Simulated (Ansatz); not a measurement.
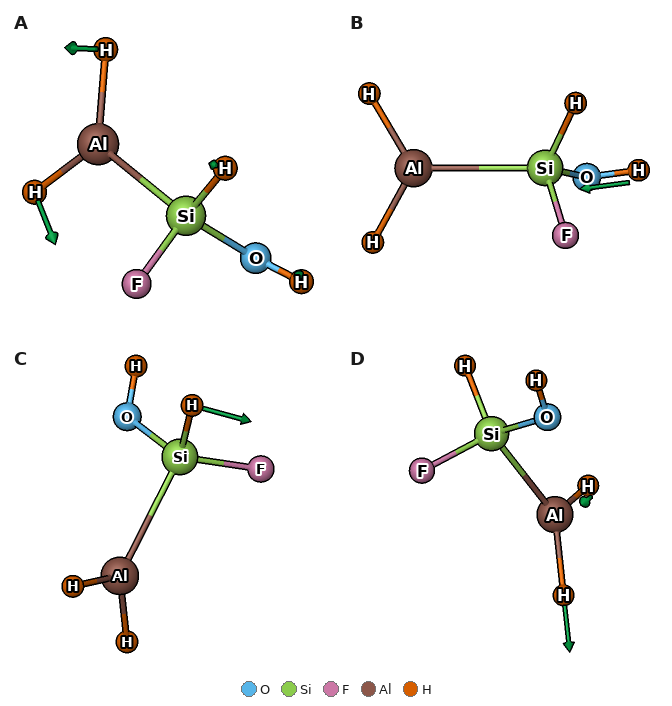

4 normal modes of one molecule or complex, as arrows. Harmonic vibrations computed with RKS PBE0-D4/def2-TZVP (Ansatz 0.2.0) at a stationary point of the same level.

**Match the panels to the wavenumbers 450 cm⁻¹, 842 cm⁻¹, 1927 cm⁻¹, 3898 cm⁻¹.**

A: 450 cm⁻¹, H–Al–Si bending
B: 3898 cm⁻¹, O–H stretching
C: 842 cm⁻¹, angle bending
D: 1927 cm⁻¹, out-of-phase stretching of 2 Al–H bonds
